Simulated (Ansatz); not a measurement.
# InAs wire along [110], 24 atoms a period, H-terminated: bands by functional and under strain, part 3 of 4

Wanted: the relaxed geometry and the bands of the InAs wire along [110], 24 atoms a period, H-terminated.

Ansatz 0.2.0; DFT PBE, plane waves, PAW; relaxation of a wire's period; PAW set soft_1 (the session's first sound run).

So far, band gap (eV): step 3 (the wire at its relaxed period, PBE) 0.207; step 5 (another level of theory, HSE06 PBE) 0.799.

### 6. Strain along the wire

This step: DFT PBE, plane waves, PAW; relaxation at a fixed period; PAW set soft_1 (Ansatz 0.2.0).

The period is set to 1.1 times the relaxed one and the atoms relax within it: strain changes bond lengths and angles, which shifts the bands against each other. Against the first PBE run of this kind, the mesh along the wire has 13 points against 18.

The cell differs from the one that the last finished run ended in (c 4.469 → 4.916 Å).

input.yaml reads:

```yaml
crystal:
  lattice:
    - [22.65, 0.0, 0.0]
    - [0.0, 20.649, 0.0]
    - [0.0, 0.0, 4.9161126633]
  atoms:
    - { symbol: H, position: [0.183744417, 0.542330034, 0.0] }
    - { symbol: In, position: [0.195879034, 0.458447188, 0.0] }
    - { symbol: As, position: [0.401759468, 0.547926305, 0.0] }
    - { symbol: As, position: [0.396275871, 0.754635782, 0.0] }
    - { symbol: H, position: [0.436497004, 0.813835817, 0.0] }
    - { symbol: In, position: [0.47099322, 0.652228255, 0.0] }
    - { symbol: In, position: [0.468421068, 0.441087992, 0.0] }
    - { symbol: As, position: [0.672557229, 0.563086975, 0.0] }
    - { symbol: As, position: [0.667962099, 0.754603332, 0.0] }
    - { symbol: H, position: [0.702000505, 0.818586641, 0.0] }
    - { symbol: In, position: [0.753987199, 0.663306848, 0.0] }
    - { symbol: In, position: [0.732734877, 0.455809159, 0.0] }
    - { symbol: H, position: [0.233660395, 0.653254829, 0.248550087] }
    - { symbol: H, position: [0.78924241, 0.659355187, 0.346502537] }
    - { symbol: As, position: [0.278901988, 0.653214188, 0.5] }
    - { symbol: As, position: [0.262471185, 0.437924366, 0.5] }
    - { symbol: H, position: [0.293792983, 0.258984823, 0.5] }
    - { symbol: H, position: [0.284344443, 0.837503223, 0.5] }
    - { symbol: In, position: [0.330536896, 0.333292643, 0.5] }
    - { symbol: In, position: [0.335716787, 0.53480408, 0.5] }
    - { symbol: In, position: [0.33155534, 0.771293465, 0.5] }
    - { symbol: As, position: [0.531244318, 0.239473733, 0.5] }
    - { symbol: As, position: [0.536736536, 0.659672921, 0.5] }
    - { symbol: As, position: [0.536460932, 0.448159369, 0.5] }
    - { symbol: H, position: [0.558496826, 0.838539465, 0.5] }
    - { symbol: H, position: [0.574207792, 0.182481296, 0.5] }
    - { symbol: In, position: [0.600565291, 0.341703523, 0.5] }
    - { symbol: In, position: [0.605050446, 0.554273072, 0.5] }
    - { symbol: In, position: [0.602469886, 0.76906704, 0.5] }
    - { symbol: As, position: [0.800452515, 0.449521765, 0.5] }
    - { symbol: H, position: [0.843117875, 0.392704671, 0.5] }
    - { symbol: H, position: [0.845979489, 0.503475603, 0.5] }
    - { symbol: H, position: [0.78924241, 0.659355187, 0.653497463] }
    - { symbol: H, position: [0.233660395, 0.653254829, 0.751449913] }
    - { symbol: H, position: [0.140847162, 0.399863085, 0.0] }
    - { symbol: As, position: [0.399518686, 0.33774278, 0.0] }
    - { symbol: H, position: [0.429428975, 0.154904347, 0.0] }
    - { symbol: In, position: [0.463271349, 0.230506829, 0.0] }
    - { symbol: As, position: [0.668282024, 0.34816182, 0.0] }
    - { symbol: H, position: [0.711803619, 0.291681791, 0.0] }
kpoints:
  mp_grid: { grid: [1, 1, 13] }
  band_path: { path: ["Γ", Z], npoints: 90 }
scf:
  occupations: { method: fermi_dirac, width: 0.05 }
hamiltonian:
  xc: pbe
  pseudopotentials: { kind: paw, azcp: { folder: soft_1 } }
relax:
  max_steps: 40
  f_tol: 0.02
output:
  stress: true
```

Command:

```console
$ ansatz run input.yaml --threads 4 --pin off --max-ram 16384MiB --backend cpu --events-out ev --progress --plain --runs-dir out
```

Numbers of over 12 decimals in the logs are rounded to 6 here.

The program printed:

```text
Warning: output.stress: scf.convergence.dr2_threshold = 1e-7 eV (the SCF's general default) is looser than the 4e-9 eV advised for a printed stress (1e-10 eV for each atom of the cell: 40). What an SCF threshold leaves in a stress goes as its square root, and in the free energy as the threshold itself, and one threshold admits the most on a small cell: [figures from the program's tests cut] Every solve of this run an [...]
[...]
Crystal: 40 atoms, lattice volume = 2299.265 Å³
Basis set: ecut = 420 eV, 44947 PW (Γ), exchange–correlation on 320×288×72 points (8 copies of the dense FFT grid, shifted against one another)
Bands: 216, of which v1, the nominal top of the filled ones, is band 176 counted from 1 (175 counted from 0)
Symmetry: 2 space group operations
[...]
k-points: 7 of 13
[...]
SCF iter   1: F=—  HF=-125705.620501 eV  |F-HF|=—  |Δ(HF+E_count)|=         —  Δρ=2.72e-2  dr2=2.25e1  ethr=3.10e-3  ⟨swp⟩=6.1  Hψ=6111  notcnv=0  defer=84
[...]
SCF iter   9: F=-125698.972949 eV  HF=-125698.972948 eV  |F-HF|=1.59e-6  |Δ(HF+E_count)|=   1.36e-5  Δρ=1.41e-5  dr2=6.29e-6  ethr=2.84e-9  ⟨swp⟩=3.0  Hψ=5205  notcnv=0
SCF 1 converged in 9 iterations: F = -125698.972949 eV  dr2 = 6.29e-6
[...]
relax step   1: F+E_penalty+E_count = -125698.97294939 eV  Δ(F+E_penalty+E_count) = +0.000e0 eV  max|allowed force component| = 1.065e0 eV/Å  Δτ_max = 0.0000 Å  (9 SCF iters, dr2 threshold 1.00e-5 eV, accepted)
[...]
SCF iter   7: F=-125699.340661 eV  HF=-125699.340665 eV  |F-HF|=4.35e-6  |Δ(HF+E_count)|=   7.45e-6  Δρ=4.33e-5  dr2=5.45e-5  ethr=2.01e-8  ⟨swp⟩=3.0  Hψ=4868  notcnv=0
SCF 2 converged in 7 iterations: F = -125699.340661 eV  dr2 = 5.45e-5
relax step   2: F+E_penalty+E_count = -125699.34066074 eV  Δ(F+E_penalty+E_count) = -3.677e-1 eV  max|allowed force component| = 8.077e-1 eV/Å  Δτ_max = 0.1948 Å  (7 SCF iters, dr2 threshold 7.08e-5 eV, accepted)
SCF iter   1: F=—  HF=-125699.842283 eV  |F-HF|=—  |Δ(HF+E_count)|=         —  Δρ=5.72e-3  dr2=5.87e-1  ethr=2.19e-3  ⟨swp⟩=4.3  Hψ=3681  notcnv=0  defer=196
[...]
SCF iter   7: F=-125699.745730 eV  HF=-125699.745730 eV  |F-HF|=3.54e-8  |Δ(HF+E_count)|=   4.48e-7  Δρ=2.74e-5  dr2=1.80e-5  ethr=1.16e-8  ⟨swp⟩=2.6  Hψ=4595  notcnv=0
SCF 3 converged in 7 iterations: F = -125699.745730 eV  dr2 = 1.80e-5
relax step   3: F+E_penalty+E_count = -125699.74572998 eV  Δ(F+E_penalty+E_count) = -4.051e-1 eV  max|allowed force component| = 2.343e-1 eV/Å  Δτ_max = 0.1932 Å  (7 SCF iters, dr2 threshold 4.08e-5 eV, accepted)
[...]
relax step   4: F+E_penalty+E_count = -125699.77783307 eV  Δ(F+E_penalty+E_count) = -3.210e-2 eV  max|allowed force component| = 1.796e-1 eV/Å  Δτ_max = 0.2000 Å  (8 SCF iters, dr2 threshold 4.62e-6 eV, accepted)
[...]
relax step   5: F+E_penalty+E_count = -125699.76682217 eV  Δ(F+E_penalty+E_count) = +1.101e-2 eV  max|allowed force component| = 2.831e-1 eV/Å  Δτ_max = 0.1080 Å  (8 SCF iters, dr2 threshold 2.72e-6 eV, rejected (line search))
[...]
relax step   6: F+E_penalty+E_count = -125699.78861514 eV  Δ(F+E_penalty+E_count) = -1.078e-2 eV  max|allowed force component| = 3.035e-2 eV/Å  Δτ_max = 0.0540 Å  (9 SCF iters, accepted)
[...]
relax step   7: F+E_penalty+E_count = -125699.79062623 eV  Δ(F+E_penalty+E_count) = -2.011e-3 eV  max|allowed force component| = 1.035e-2 eV/Å  Δτ_max = 0.0359 Å  (8 SCF iters, accepted)
SCF iter   1: F=—  HF=-125699.792413 eV  |F-HF|=—  |Δ(HF+E_count)|=         —  Δρ=8.82e-4  dr2=1.04e-2  ethr=3.03e-5  ⟨swp⟩=3.4  Hψ=2922  notcnv=0  defer=208
[...]
SCF iter   8: F=-125699.791242 eV  HF=-125699.791242 eV  |F-HF|=1.41e-8  |Δ(HF+E_count)|=   4.59e-8  Δρ=9.87e-7  dr2=4.40e-8  ethr=2.84e-11  ⟨swp⟩=4.0  Hψ=4395  notcnv=0
SCF 8 converged in 8 iterations: F = -125699.791242 eV  dr2 = 4.40e-8
relax step   8: F+E_penalty+E_count = -125699.79124153 eV  Δ(F+E_penalty+E_count) = -6.153e-4 eV  max|allowed force component| = 1.310e-2 eV/Å  Δτ_max = 0.0313 Å  (8 SCF iters, accepted)
[...]
the band table was solved once a step of the walk had ended and its energy, with any forces and stress, was formed, with the checks that follow a solve (6952 applications of the Hamiltonian). They found nothing against the state; the energy, forces and stress were not computed again (output.eigenvalues in the input reference)
[...]
SCF converged after 8 iterations
Free energy (F): -125699.791242 eV
[...]
Internal energy: -125699.790967 eV  (E = F + TS)
E sigma→0 (E₀):  -125699.791104 eV
Entropy (-TS):   -0.000275 eV (-0.007 meV/atom)
Fermi energy:    -0.963644 eV
[...]
--- Forces (eV/Å), atoms counted from 1 ---
  atom   1  H      0.00127536    -0.00084528     0.00000000
  atom   2  In     0.00048197     0.00085268     0.00000000
  atom   3  As    -0.00134082    -0.00237137     0.00000000
  atom   4  As     0.00313197     0.01310416     0.00000000
  atom   5  H      0.00006484    -0.00279786     0.00000000
  atom   6  In    -0.00254824    -0.00051225     0.00000000
  atom   7  In    -0.00035544     0.00050712     0.00000000
  atom   8  As     0.00276003     0.00221941     0.00000000
  atom   9  As     0.00394659    -0.00870191     0.00000000
  atom  10  H     -0.00268255     0.00106211     0.00000000
  atom  11  In    -0.00558377     0.00335231     0.00000000
  atom  12  In    -0.00140381    -0.00383053     0.00000000
  atom  13  H     -0.00498927    -0.00126160     0.00370065
  atom  14  H     -0.00028029     0.00006052     0.00108418
  atom  15  As     0.00776568    -0.00003506     0.00000000
  atom  16  As    -0.00172721     0.00004775     0.00000000
  atom  17  H     -0.00140604    -0.00333222     0.00000000
  atom  18  H     -0.00089362    -0.00323246     0.00000000
  atom  19  In     0.00080833     0.00480831     0.00000000
  atom  20  In    -0.00244283     0.00219468     0.00000000
  atom  21  In     0.00408974    -0.00193509     0.00000000
  atom  22  As     0.00110489     0.00007771     0.00000000
  atom  23  As     0.00126419     0.00293906     0.00000000
  atom  24  As    -0.00146415     0.00161041     0.00000000
  atom  25  H     -0.00354694     0.00196794     0.00000000
  atom  26  H     -0.00010474    -0.00018848     0.00000000
  atom  27  In    -0.00080330    -0.00352273     0.00000000
  atom  28  In     0.00391202    -0.00187456     0.00000000
  atom  29  In     0.00341780     0.00396748     0.00000000
  atom  30  As    -0.00487414    -0.00327596     0.00000000
  atom  31  H      0.00580412     0.00657016     0.00000000
  atom  32  H      0.00218197    -0.00373101     0.00000000
  atom  33  H     -0.00028029     0.00006052    -0.00108418
  atom  34  H     -0.00498927    -0.00126160    -0.00370065
  atom  35  H     -0.00066545     0.00084075     0.00000000
  atom  36  As    -0.00167805    -0.00130485     0.00000000
  atom  37  H     -0.00013264    -0.00086300     0.00000000
  atom  38  In     0.00162742    -0.00110197     0.00000000
  atom  39  As     0.00102097     0.00032853     0.00000000
  atom  40  H     -0.00046772    -0.00061846     0.00000000
  max |Σ_I F_I| component: 2.67e-5 eV/Å
--- Stress (GPa, compression-positive) ---
       -0.001506      -0.000577       0.000000
       -0.000577       0.001262       0.000000
        0.000000       0.000000      -1.642554
  P = ⅓ Tr σ = -0.5476 GPa (-5.476 kbar)
--- Band table (eV; the first three rows and the last of 7) ---
  k-point 0: bands = [... 172 lower, -1.7440, -1.7262, -1.6090, -1.3658, -0.6519, -0.5192, -0.4118, -0.2934, ... 36 higher]
  k-point 1: bands = [... 172 lower, -1.8758, -1.6921, -1.5752, -1.3331, -0.4449, -0.3149, -0.2259, -0.1025, ... 36 higher]
  k-point 2: bands = [... 172 lower, -1.9048, -1.7021, -1.5621, -1.3731, 0.0297, 0.2007, 0.2096, 0.3280, ... 36 higher]
  k-point 6: bands = [... 172 lower, -2.2200, -2.0858, -1.9669, -1.8325, 0.7957, 0.8652, 1.2304, 1.3603, ... 36 higher]
--- Relaxed structure (8 steps of the walk, 7 accepted, 0 SCFs on fresh bases) ---
  F+E_penalty+E_count = -125699.79124153 eV   max|allowed force component| = 1.310e-2 eV/Å
  atoms:
    - { symbol: H, position: [0.205814, 0.541191, 0] }
    - { symbol: In, position: [0.213959, 0.456937, 0] }
    - { symbol: As, position: [0.404800, 0.547402, 0] }
    - { symbol: As, position: [0.399949, 0.756962, 0] }
    - { symbol: H, position: [0.444001, 0.812916, 0] }
    - { symbol: In, position: [0.472913, 0.653073, 0] }
    - { symbol: In, position: [0.472194, 0.440736, 0] }
    - { symbol: As, position: [0.658523, 0.563146, 0] }
    - { symbol: As, position: [0.655958, 0.753668, 0] }
    - { symbol: H, position: [0.691634, 0.816685, 0] }
    - { symbol: In, position: [0.741514, 0.661915, 0] }
    - { symbol: In, position: [0.719114, 0.455892, 0] }
    - { symbol: H, position: [0.246826, 0.655199, 0.270220] }
    - { symbol: H, position: [0.775681, 0.657302, 0.315246] }
    - { symbol: As, position: [0.291881, 0.654348, 0.500000] }
    - { symbol: As, position: [0.272572, 0.437682, 0.500000] }
    - { symbol: H, position: [0.308967, 0.256732, 0.500000] }
    - { symbol: H, position: [0.297845, 0.841135, 0.500000] }
    - { symbol: In, position: [0.341392, 0.333544, 0.500000] }
    - { symbol: In, position: [0.347099, 0.534419, 0.500000] }
    - { symbol: In, position: [0.343189, 0.773132, 0.500000] }
    - { symbol: As, position: [0.526916, 0.238719, 0.500000] }
    - { symbol: As, position: [0.530317, 0.659843, 0.500000] }
    - { symbol: As, position: [0.531986, 0.447834, 0.500000] }
    - { symbol: H, position: [0.558717, 0.840142, 0.500000] }
    - { symbol: H, position: [0.571901, 0.183483, 0.500000] }
    - { symbol: In, position: [0.596577, 0.341222, 0.500000] }
    - { symbol: In, position: [0.599495, 0.554982, 0.500000] }
    - { symbol: In, position: [0.598214, 0.767197, 0.500000] }
    - { symbol: As, position: [0.778418, 0.451302, 0.500000] }
    - { symbol: H, position: [0.822119, 0.395138, 0.500000] }
    - { symbol: H, position: [0.824641, 0.504804, 0.500000] }
    - { symbol: H, position: [0.775681, 0.657302, 0.684754] }
    - { symbol: H, position: [0.246826, 0.655199, 0.729780] }
    - { symbol: H, position: [0.160243, 0.397022, 0] }
    - { symbol: As, position: [0.402522, 0.337534, 0] }
    - { symbol: H, position: [0.437339, 0.153043, 0] }
    - { symbol: In, position: [0.467133, 0.230822, 0] }
    - { symbol: As, position: [0.656045, 0.346864, 0] }
    - { symbol: H, position: [0.702956, 0.293583, 0] }
```

Run time: 37 min. Hardware: 4 threads of Arm Neoverse V1, shared host; peak memory 12 GiB; 2.5 h of CPU time.

Relaxation path:

```csv
step,energy less that of the first step (eV),largest force component (eV/Å)
1,0.0000,1.0645
2,-0.3677,0.8077
3,-0.7728,0.2343
4,-0.8049,0.1796
5,-0.7939,0.2831
6,-0.8157,0.0303
7,-0.8177,0.0103
8,-0.8183,0.0131
```

Relaxation step 5 was tried and not accepted.

Forces are held to the 2 operations that the run works with; a distortion that breaks them can't arise in this run.

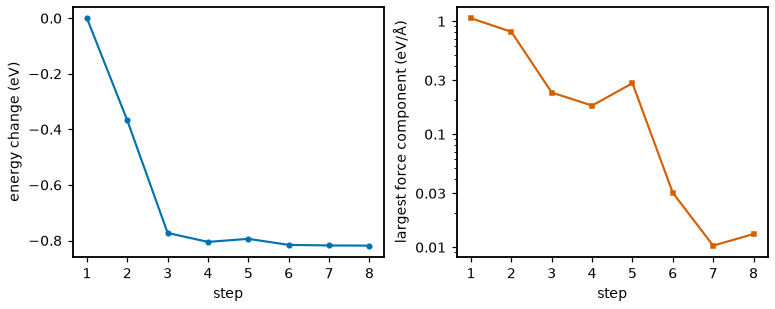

Energy and largest force along the relaxation.

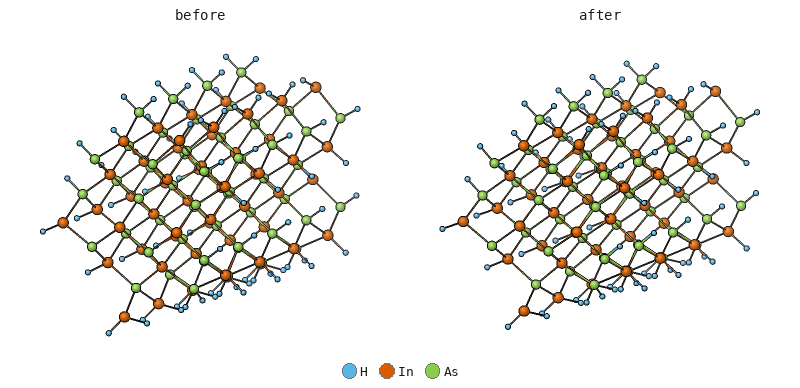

Before and after, at one scale.

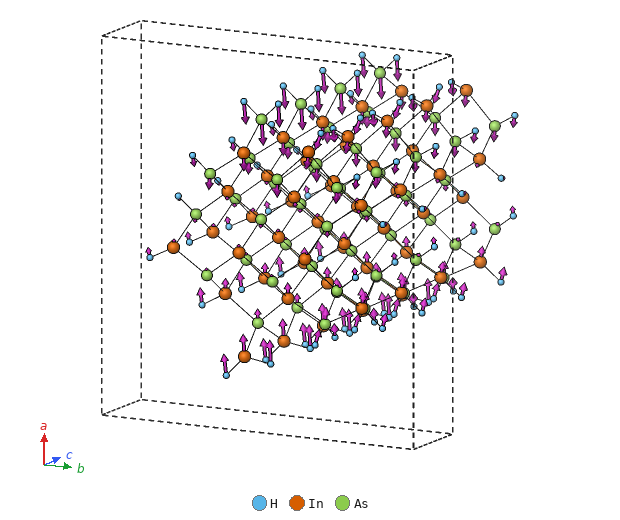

Displacements in the relaxation, exaggerated; the longest in the cell stands for 0.50 Å. 1×1×4 cells are drawn. Some periodic images of atoms are drawn too.

The atoms that moved most (Å):

```csv
atom,dx,dy,dz,length
As30,-0.499,0.037,0.000,0.500
H1,0.500,-0.024,0.000,0.500
H32,-0.483,0.027,0.000,0.484
H31,-0.476,0.050,0.000,0.478
H35,0.439,-0.059,0.000,0.443
In2,0.410,-0.031,0.000,0.411
H17,0.344,-0.047,0.000,0.347
H33,-0.307,-0.042,0.154,0.346
```

Final coordinates:

```cif
data_structure
_symmetry_space_group_name_H-M 'P 1'
_symmetry_Int_Tables_number 1
_cell_length_a 22.6500
_cell_length_b 20.6490
_cell_length_c 4.9161
_cell_angle_alpha 90.000
_cell_angle_beta 90.000
_cell_angle_gamma 90.000
_cell_volume 2299.27
loop_
_atom_site_label
_atom_site_type_symbol
_atom_site_fract_x
_atom_site_fract_y
_atom_site_fract_z
_atom_site_occupancy
H1 H 0.20581 0.54119 0.00000 1
In2 In 0.21396 0.45694 0.00000 1
As3 As 0.40480 0.54740 0.00000 1
As4 As 0.39995 0.75696 0.00000 1
H5 H 0.44400 0.81292 0.00000 1
In6 In 0.47291 0.65307 0.00000 1
In7 In 0.47219 0.44074 0.00000 1
As8 As 0.65852 0.56315 0.00000 1
As9 As 0.65596 0.75367 0.00000 1
H10 H 0.69163 0.81669 0.00000 1
In11 In 0.74151 0.66191 0.00000 1
In12 In 0.71911 0.45589 0.00000 1
H13 H 0.24683 0.65520 0.27022 1
H14 H 0.77568 0.65730 0.31525 1
As15 As 0.29188 0.65435 0.50000 1
As16 As 0.27257 0.43768 0.50000 1
H17 H 0.30897 0.25673 0.50000 1
H18 H 0.29785 0.84113 0.50000 1
In19 In 0.34139 0.33354 0.50000 1
In20 In 0.34710 0.53442 0.50000 1
In21 In 0.34319 0.77313 0.50000 1
As22 As 0.52692 0.23872 0.50000 1
As23 As 0.53032 0.65984 0.50000 1
As24 As 0.53199 0.44783 0.50000 1
H25 H 0.55872 0.84014 0.50000 1
H26 H 0.57190 0.18348 0.50000 1
In27 In 0.59658 0.34122 0.50000 1
In28 In 0.59950 0.55498 0.50000 1
In29 In 0.59821 0.76720 0.50000 1
As30 As 0.77842 0.45130 0.50000 1
H31 H 0.82212 0.39514 0.50000 1
H32 H 0.82464 0.50480 0.50000 1
H33 H 0.77568 0.65730 0.68475 1
H34 H 0.24683 0.65520 0.72978 1
H35 H 0.16024 0.39702 0.00000 1
As36 As 0.40252 0.33753 0.00000 1
H37 H 0.43734 0.15304 0.00000 1
In38 In 0.46713 0.23082 0.00000 1
As39 As 0.65604 0.34686 0.00000 1
H40 H 0.70296 0.29358 0.00000 1
```

This step gave:

| Property | Result |
| --- | --- |
| energy at zero smearing | -125699.7911 eV |
| band gap | 0.6779 eV |

The electronic bands at the labelled points (eV, zero at the Fermi level; v1 is the highest filled band, c1 the lowest empty one):

```csv
point,v4,v3,v2,v1,c1,c2,c3,c4
Γ,-0.78,-0.76,-0.65,-0.40,0.31,0.44,0.55,0.67
Z,-1.25,-1.12,-1.04,-0.87,1.75,1.83,2.19,2.33
```

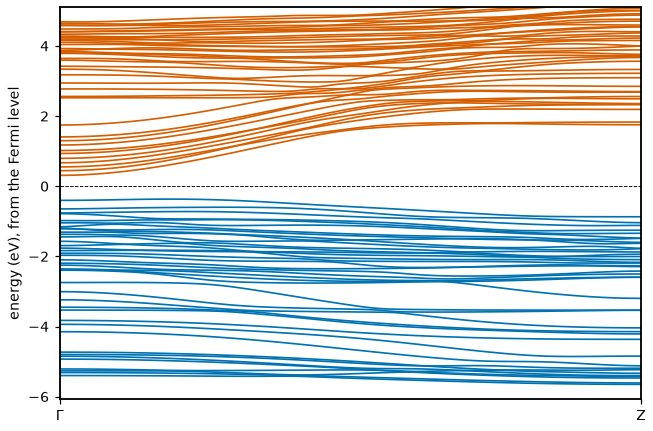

Electronic bands along the path; lines of filled and empty bands in two colours.

The gap is 0.678 eV, against 0.207 eV under PBE at the relaxed period.

(Continued in part 4 of 4.)

[Logs are printed without paths, hosts, clocks, repeated set-up lines and the standing remarks that a program may print on its own settings, such as how far it seeks lower states.]

[Hosts, paths, dates, database ids (printed as entryN), source tags and the programs' standing remarks are cut or masked in the printed files.]
